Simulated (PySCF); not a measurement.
```
atom    x (Å)    y (Å)    z (Å)
   C  -1.2809   1.3384   0.0522
  Ga   0.3446  -0.3659   0.0890
   C   1.9397   0.6635   0.4130
   C  -0.7504  -1.9202  -0.2235
   H  -1.0216   1.7165  -0.9445
   H  -0.9286   1.9124   0.9163
   H  -2.2016   0.7561   0.1539
   H   2.0075   1.5072  -0.2895
   H   2.8157   0.0079   0.2870
   H   1.9251   1.0561   1.4416
   H  -1.3476  -1.7920  -1.1386
   H  -0.0910  -2.7958  -0.3351
   H  -1.4275  -2.0804   0.6295
```

Geometry: PBE0-D3(BJ)/ma-def2-SVP.

Theory: DFT single point, gas phase, functional wB97X in PySCF.

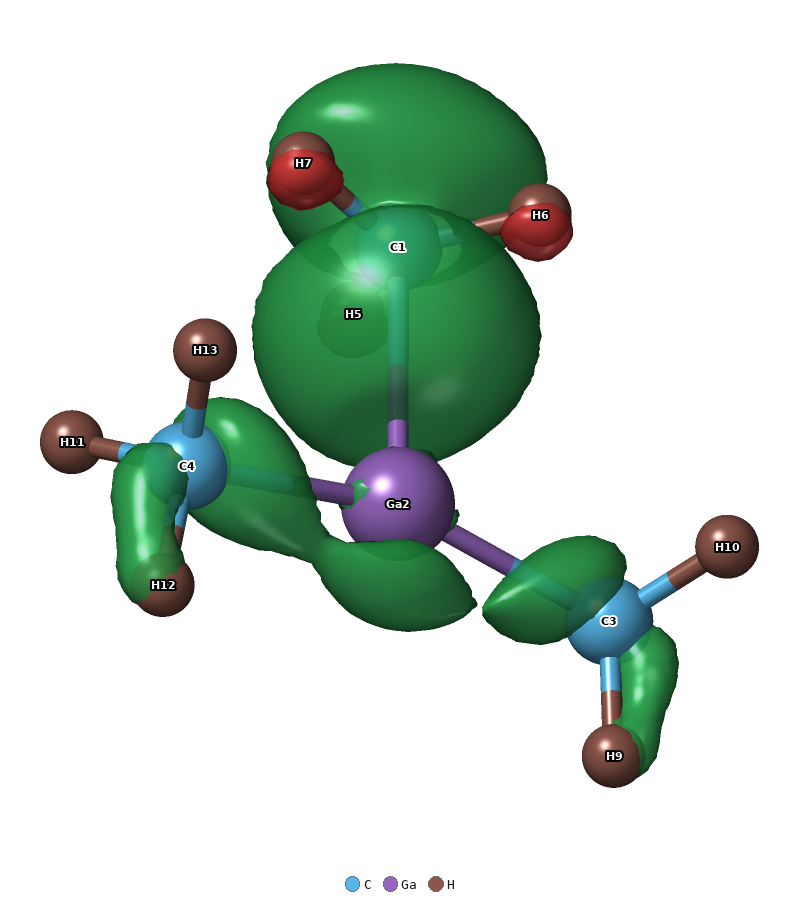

C3H9Ga (charge +1, doublet). Isosurfaces of the spin density (α minus β) at +0.02 (green) and −0.02 e/Å³ (red), seen at a tilt.

Question: Which atoms carry the spin?

Answer: The unpaired spin (1 electron) lies mostly on C1 (about 0.6) and Ga2 (about 0.2), in electrons by Hirshfeld's partition.
